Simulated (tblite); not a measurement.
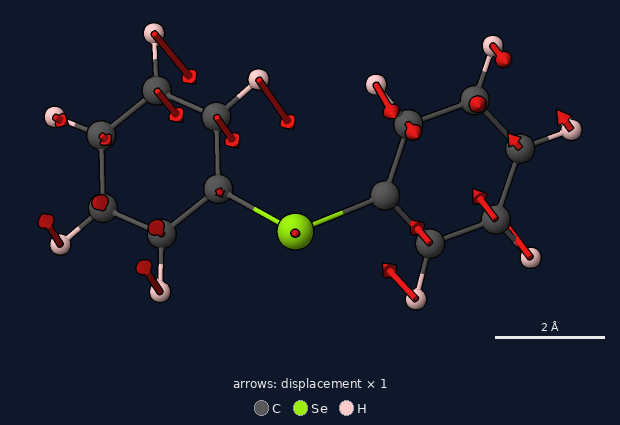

A relaxation of C₁₂H₁₀Se. The starting structure is drawn; red arrows show the displacements, at their true length. The two geometries are superimposed by the best rigid fit.

The picture is a ball-and-stick view, seen face on.

Method: GFN2-xTB geometry optimisation, gas phase (tblite 0.8.0). 

Atoms of which element are displaced furthest, and by how much?

Answer. Hydrogen: up to 1.75 Å, against 1.08 Å for carbon.

Describe the change and its energy.

Answer. The energy falls by 6.74 kcal/mol in 138 geometry steps. The largest move after the best rigid fit is that of an H atom, 1.75 Å. Largest moves by element: H 1.75 Å, C 1.08 Å, Se 0.16 Å. Near-neighbour distances that change, for instance: C–C 1.420 → 1.384 Å, C–Se 1.911 → 1.935 Å, C–H 1.056 → 1.080 Å, C–C 1.363 → 1.384 Å. Among the angles between lasting bonds that change: C–Se–C 107.1° → 100.3°, C–C–H 115.6° → 120.6°, Se–C–C 123.8° → 119.4°. Groups turn about C–Se by about 40°, C–Se by about 40°. Cost: 1.5 s on 2 threads of Intel(R) Xeon(R) 6975P-C (shared host).
